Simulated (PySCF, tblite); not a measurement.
# C5H8N2O2: dynamics, then NMR shifts on frames, part 2 of 2

tblite 0.8.0 and PySCF 2.14.0. Atoms count from 0. The steps go on from the part before.

### 5 Shielding tensors: 625 fs, PBE0/pcSseg-1

Job settings and geometry (Å):

```
{"job": {"kind": "nmr", "xc": "PBE0", "basis": "pcSseg-1", "pop": false}, "charge": 0, "multiplicity": 1}
C      0.028700    -1.311400     1.988900
C     -0.029100    -0.640800     0.810500
C     -1.414800    -0.284800     0.210300
C     -1.924500     1.004000     0.891600
N     -1.721600     2.104000     0.163200
O     -2.537600     1.066700     1.927600
N      1.083400    -0.263500     0.013900
C      1.422500     0.939300    -0.608000
O      0.729000     1.871700    -0.897200
H     -0.884300    -1.638800     2.413200
H      0.929500    -1.556500     2.528200
H     -2.091900    -1.091400     0.530400
H     -1.372400    -0.153800    -0.949400
H     -0.903000     2.385500    -0.414200
H     -2.154400     2.886200     0.636000
H      1.894700    -0.852800     0.087200
H      2.538500     0.815900    -1.035500
```

With the program's defaults for keys left out, this is: GIAO PBE0/pcSseg-1 NMR shielding, non-relativistic, gas phase.

Standard output:

```text
coarse grid: 14688 points
cycle   1  E = -454.3994000493  dE =  1.533e+00  |g| = 1.132e+00  |ddm| = 3.699e+00
cycle   2  E = -453.4872268111  dE =  9.122e-01  |g| = 2.421e+00  |ddm| = 2.887e+00
cycle   3  E = -454.6400901191  dE = -1.153e+00  |g| = 2.520e-01  |ddm| = 2.221e+00
cycle   4  E = -454.6520414795  dE = -1.195e-02  |g| = 1.073e-01  |ddm| = 2.476e-01
cycle   5  E = -454.6542472797  dE = -2.206e-03  |g| = 2.583e-02  |ddm| = 7.401e-02
cycle   6  E = -454.6543923016  dE = -1.450e-04  |g| = 6.409e-03  |ddm| = 2.188e-02
cycle   7  E = -454.6544003972  dE = -8.096e-06  |g| = 2.169e-03  |ddm| = 6.043e-03
final grid: 143416 points
cycle   8  E = -454.7243879163  dE = -1.206e-05  |g| = 1.739e-02  |ddm| = 3.442e-02
cycle   9  E = -454.7242279719  dE =  1.599e-04  |g| = 3.412e-02  |ddm| = 3.319e-02
cycle  10  E = -454.7244444082  dE = -2.164e-04  |g| = 2.362e-03  |ddm| = 2.305e-02
cycle  11  E = -454.7244456372  dE = -1.229e-06  |g| = 4.856e-04  |ddm| = 2.044e-03
cycle  12  E = -454.7244456835  dE = -4.628e-08  |g| = 2.413e-04  |ddm| = 5.709e-04
cycle  13  E = -454.7244456979  dE = -1.438e-08  |g| = 4.021e-05  |ddm| = 2.265e-04
cycle  14  E = -454.7244456982  dE = -3.132e-10  |g| = 1.823e-05  |ddm| = 4.696e-05
converged SCF energy = -454.7244456982

GIAO shielding tensors (ppm)
atom      isotropic    diamagn.    paramagn.     s11        s22        s33       span
  0 C       75.141     252.900    -177.760    -21.107     92.065    154.465    175.572
  1 C       34.264     255.135    -220.871    -79.544     56.873    125.463    205.007
  2 C      130.742     246.262    -115.520    121.946    130.374    139.905     17.959
  3 C       17.540     247.284    -229.744    -67.751     22.161     98.212    165.963
  4 N      136.321     318.163    -181.842     50.127    142.672    216.164    166.037
  5 O      -72.866     397.543    -470.409   -304.300   -191.561    277.263    581.563
  6 N       95.652     330.161    -234.508    -19.609    124.655    181.911    201.520
  7 C       23.994     247.111    -223.117    -75.037     65.186     81.833    156.870
  8 O      -87.686     402.380    -490.067   -363.576   -193.038    293.556    657.132
  9 H       26.683      31.546      -4.863     23.879     24.875     31.296      7.417
 10 H       26.665      30.709      -4.043     23.805     25.378     30.813      7.008
 11 H       28.141      30.905      -2.764     25.430     27.440     31.553      6.122
 12 H       26.637      29.403      -2.766     24.933     25.996     28.982      4.049
 13 H       21.893      31.153      -9.260     13.450     21.495     30.733     17.283
 14 H       27.488      29.460      -1.972     23.190     24.819     34.455     11.264
 15 H       25.918      34.903      -8.985     21.287     26.917     29.549      8.262
 16 H       22.451      24.777      -2.326     17.758     22.530     27.064      9.306
```

Run time: 25 s. Hardware: 1 thread of Arm Neoverse V1, shared host; peak memory 0.94 GiB.

This run: δ C3 169.4, C7 162.9, C1 152.7, C0 111.8, H13 9.82, H16 9.27 ppm.

### 6 Nuclear shieldings: 800 fs, PBE0/pcSseg-1

Job settings and geometry (Å):

```
{"job": {"kind": "nmr", "xc": "PBE0", "basis": "pcSseg-1", "pop": false}, "charge": 0, "multiplicity": 1}
C     -0.434800    -1.640000     1.835400
C     -0.455300    -0.632500     0.974500
C     -1.577700     0.108300     0.259100
C     -2.055800     1.222400     1.238300
N     -2.158400     2.487200     0.823000
O     -2.230500     0.931800     2.389400
N      0.852900    -0.210100     0.661100
C      1.292100     0.920100     0.037300
O      0.699400     1.593200    -0.760700
H     -1.389500    -2.111200     2.048300
H      0.514700    -1.950600     2.393900
H     -2.419500    -0.571200     0.066200
H     -1.157900     0.436000    -0.682500
H     -1.935500     2.740300    -0.162100
H     -2.664500     3.218500     1.286400
H      1.575300    -0.832900     0.952000
H      2.279500     1.139000     0.306300
```

Level: GIAO PBE0/pcSseg-1 NMR shielding, non-relativistic, gas phase.

Standard output:

```text
coarse grid: 14688 points
cycle   1  E = -454.3856426191  dE =  1.723e+00  |g| = 1.154e+00  |ddm| = 3.746e+00
cycle   2  E = -453.4760858283  dE =  9.096e-01  |g| = 2.427e+00  |ddm| = 3.081e+00
cycle   3  E = -454.6393673047  dE = -1.163e+00  |g| = 2.320e-01  |ddm| = 2.361e+00
cycle   4  E = -454.6491154076  dE = -9.748e-03  |g| = 1.071e-01  |ddm| = 2.306e-01
cycle   5  E = -454.6512924164  dE = -2.177e-03  |g| = 2.584e-02  |ddm| = 7.386e-02
cycle   6  E = -454.6514277102  dE = -1.353e-04  |g| = 7.970e-03  |ddm| = 2.249e-02
cycle   7  E = -454.6514369022  dE = -9.192e-06  |g| = 4.176e-03  |ddm| = 8.319e-03
cycle   8  E = -454.6514401934  dE = -3.291e-06  |g| = 8.164e-04  |ddm| = 3.385e-03
final grid: 143416 points
cycle   9  E = -454.7209808811  dE = -1.824e-05  |g| = 1.551e-02  |ddm| = 3.353e-02
cycle  10  E = -454.7208538482  dE =  1.270e-04  |g| = 3.032e-02  |ddm| = 3.004e-02
cycle  11  E = -454.7210266739  dE = -1.728e-04  |g| = 2.040e-03  |ddm| = 2.130e-02
cycle  12  E = -454.7210275854  dE = -9.115e-07  |g| = 2.594e-04  |ddm| = 1.694e-03
cycle  13  E = -454.7210275923  dE = -6.955e-09  |g| = 2.062e-04  |ddm| = 3.508e-04
cycle  14  E = -454.7210276021  dE = -9.716e-09  |g| = 4.587e-05  |ddm| = 1.914e-04
cycle  15  E = -454.7210276025  dE = -3.964e-10  |g| = 1.847e-05  |ddm| = 4.756e-05
converged SCF energy = -454.7210276025

GIAO shielding tensors (ppm)
atom      isotropic    diamagn.    paramagn.     s11        s22        s33       span
  0 C       78.316     255.522    -177.206    -14.499    110.167    139.280    153.778
  1 C       36.301     257.644    -221.343    -82.822     59.247    132.478    215.301
  2 C      146.157     249.431    -103.274    128.616    144.313    165.541     36.926
  3 C       19.733     245.803    -226.070    -78.711     43.374     94.537    173.248
  4 N      155.469     320.683    -165.214     78.819    161.380    226.207    147.388
  5 O      -99.075     398.527    -497.603   -408.783   -222.948    334.505    743.288
  6 N       93.852     333.766    -239.913    -31.046    122.376    190.226    221.271
  7 C       23.278     245.468    -222.190    -72.979     48.804     94.007    166.986
  8 O     -116.193     403.985    -520.178   -467.584   -231.703    350.708    818.292
  9 H       27.147      30.364      -3.217     24.063     25.186     32.193      8.131
 10 H       25.383      30.126      -4.743     23.287     23.932     28.931      5.644
 11 H       28.544      29.557      -1.013     25.234     27.156     33.240      8.006
 12 H       26.703      33.073      -6.369     23.127     26.290     30.693      7.566
 13 H       26.428      31.252      -4.824     20.928     25.947     32.408     11.480
 14 H       27.267      27.636      -0.370     22.492     23.098     36.210     13.718
 15 H       25.954      37.608     -11.654     21.187     27.729     28.947      7.760
 16 H       24.443      29.848      -5.405     20.107     25.463     27.760      7.653
```

Wall time 25 s (1 thread of Arm Neoverse V1, shared host); peak memory 0.87 GiB.

Key values: δ C3 167.2, C7 163.6, C1 150.6, C0 108.6, H16 7.27, H10 6.33 ppm.

### 7 Nuclear shieldings: 1000 fs, PBE0/pcSseg-1

Job settings and geometry (Å):

```
{"job": {"kind": "nmr", "xc": "PBE0", "basis": "pcSseg-1", "pop": false}, "charge": 0, "multiplicity": 1}
C     -0.906700    -1.370300     2.063900
C     -0.778800    -0.347600     1.227100
C     -1.952600     0.278600     0.479600
C     -2.422000     1.529800     1.244100
N     -2.420700     2.730600     0.571000
O     -2.639300     1.350000     2.437900
N      0.512000     0.085500     0.963000
C      1.060700     1.240700     0.467100
O      0.472100     2.124300    -0.115700
H     -1.925900    -1.694600     2.310000
H     -0.080900    -1.924100     2.505400
H     -2.797900    -0.440000     0.585000
H     -1.723300     0.444700    -0.570700
H     -1.643800     2.795700    -0.088800
H     -2.423300     3.511800     1.286800
H      1.146900    -0.491300     1.475500
H      2.072800     1.359300     0.615100
```

Method: GIAO PBE0/pcSseg-1 NMR shielding, non-relativistic, gas phase.

Standard output:

```text
coarse grid: 14688 points
cycle   1  E = -454.3982698957  dE =  1.618e+00  |g| = 1.153e+00  |ddm| = 3.719e+00
cycle   2  E = -453.4511778147  dE =  9.471e-01  |g| = 2.466e+00  |ddm| = 2.989e+00
cycle   3  E = -454.6512788456  dE = -1.200e+00  |g| = 2.367e-01  |ddm| = 2.291e+00
cycle   4  E = -454.6614737549  dE = -1.019e-02  |g| = 1.105e-01  |ddm| = 2.336e-01
cycle   5  E = -454.6638045481  dE = -2.331e-03  |g| = 2.757e-02  |ddm| = 7.655e-02
cycle   6  E = -454.6639603346  dE = -1.558e-04  |g| = 9.314e-03  |ddm| = 2.582e-02
cycle   7  E = -454.6639737124  dE = -1.338e-05  |g| = 4.421e-03  |ddm| = 9.124e-03
cycle   8  E = -454.6639774303  dE = -3.718e-06  |g| = 9.095e-04  |ddm| = 3.471e-03
final grid: 143416 points
cycle   9  E = -454.7330313832  dE = -2.167e-05  |g| = 1.578e-02  |ddm| = 3.887e-02
cycle  10  E = -454.7328920025  dE =  1.394e-04  |g| = 3.141e-02  |ddm| = 3.107e-02
cycle  11  E = -454.7330790135  dE = -1.870e-04  |g| = 2.202e-03  |ddm| = 2.194e-02
cycle  12  E = -454.7330800891  dE = -1.076e-06  |g| = 2.733e-04  |ddm| = 1.881e-03
cycle  13  E = -454.7330800975  dE = -8.421e-09  |g| = 2.176e-04  |ddm| = 3.954e-04
cycle  14  E = -454.7330801080  dE = -1.047e-08  |g| = 5.315e-05  |ddm| = 2.130e-04
cycle  15  E = -454.7330801085  dE = -5.264e-10  |g| = 2.155e-05  |ddm| = 4.904e-05
converged SCF energy = -454.7330801085

GIAO shielding tensors (ppm)
atom      isotropic    diamagn.    paramagn.     s11        s22        s33       span
  0 C       79.331     255.870    -176.540     -5.397    104.340    139.050    144.447
  1 C       38.306     257.042    -218.736    -77.095     54.948    137.064    214.159
  2 C      139.384     246.568    -107.184    125.511    139.009    153.632     28.122
  3 C       -0.538     255.213    -255.752    -97.949      3.040     93.295    191.244
  4 N      133.264     323.271    -190.007     35.017    144.255    220.521    185.504
  5 O     -150.471     398.364    -548.836   -478.097   -277.067    303.750    781.846
  6 N       98.890     332.355    -233.464    -17.317    138.624    175.365    192.683
  7 C       23.840     245.366    -221.526    -75.433     52.467     94.486    169.919
  8 O     -105.535     402.846    -508.381   -450.853   -219.962    354.211    805.064
  9 H       26.863      30.579      -3.716     24.127     24.822     31.639      7.511
 10 H       26.585      32.039      -5.454     24.371     25.354     30.029      5.658
 11 H       28.046      30.631      -2.586     24.830     27.386     31.921      7.091
 12 H       28.261      32.959      -4.698     26.513     27.433     30.838      4.326
 13 H       25.222      33.458      -8.236     19.632     25.686     30.349     10.716
 14 H       26.154      25.849       0.305     21.807     23.724     32.931     11.125
 15 H       25.835      37.486     -11.651     21.279     27.709     28.517      7.238
 16 H       24.411      30.723      -6.312     20.314     24.709     28.209      7.895
```

Run time: 26 s. Hardware: 1 thread of Arm Neoverse V1, shared host; peak memory 0.85 GiB.

Key values: δ C3 187.5, C7 163.1, C1 148.6, C0 107.6, H16 7.31, H13 6.49 ppm.

### 8 Run by run: NMR shifts

Shifts (ppm) of some atoms, chosen among heavy atoms and hydrogens apart, with basis size and wall time:

| frame | C3 | H12 | H13 | N6 | N4 | O8 | O5 | functions | time |
| --- | --- | --- | --- | --- | --- | --- | --- | --- | --- |
| 250 fs | 190.6 | 7.41 | 5.83 | 169.3 | 128.6 | 461.8 | 457.0 | 193 | 26 s |
| 425 fs | 167.9 | 4.70 | 7.53 | 186.5 | 117.5 | 416.8 | 422.8 | 193 | 26 s |
| 625 fs | 169.4 | 5.08 | 9.82 | 172.1 | 131.4 | 423.8 | 408.9 | 193 | 25 s |
| 800 fs | 167.2 | 5.01 | 5.29 | 173.9 | 112.3 | 452.3 | 435.2 | 193 | 25 s |
| 1000 fs | 187.5 | 3.46 | 6.49 | 168.8 | 134.5 | 441.6 | 486.6 | 193 | 26 s |

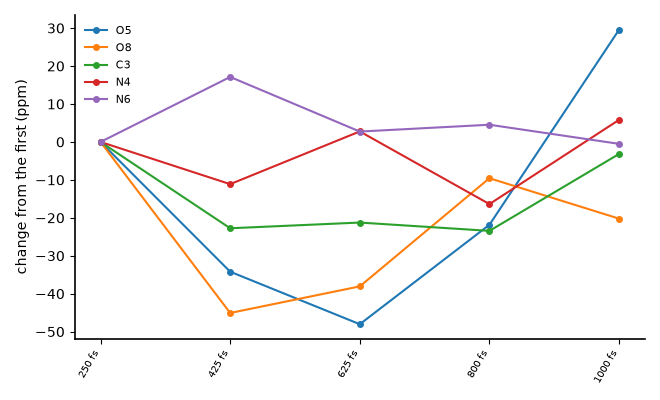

How five of the tabulated atoms move from run to run.

### 9 Outcome

What follows sums up all 2 parts.

```
                                      quantity                                               value
                                    thermostat                                               400 K
                 mean temperature, second half                                               397 K
       mean potential energy above the minimum                                             0.81 eV
¹³C shifts against TMS (PBE0/pcSseg-1, 250 fs)                190.6, 167.2, 154.9, 101.6, 50.5 ppm
 ¹H shifts against TMS (PBE0/pcSseg-1, 250 fs)  8.29, 7.41, 5.94, 5.83, 4.81, 4.66, 3.89, 3.28 ppm
¹⁵N shifts against NH3 (PBE0/pcSseg-1, 250 fs)                                    169.3, 128.6 ppm
¹⁷O shifts against H2O (PBE0/pcSseg-1, 250 fs)                                    461.8, 457.0 ppm
                      range of the shift of O5                                  408.9 to 486.6 ppm
```

**Reading.** In the second half the potential energy averages 0.81 eV above the minimum; equipartition over 45 harmonic modes at 400 K would give 0.78 eV. With 17 atoms the temperature swings widely (216 to 565 K). Shifts at one fixed geometry are not the observed spectrum, which averages over the motion. In the first frame run (250 fs): Shielding is most anisotropic at O8 (span 824 ppm, paramagnetic term -529 ppm). In ppm, O5 moves most: its shift spreads over 77.6 ppm, from 408.9 (625 fs) to 486.6 (1000 fs).
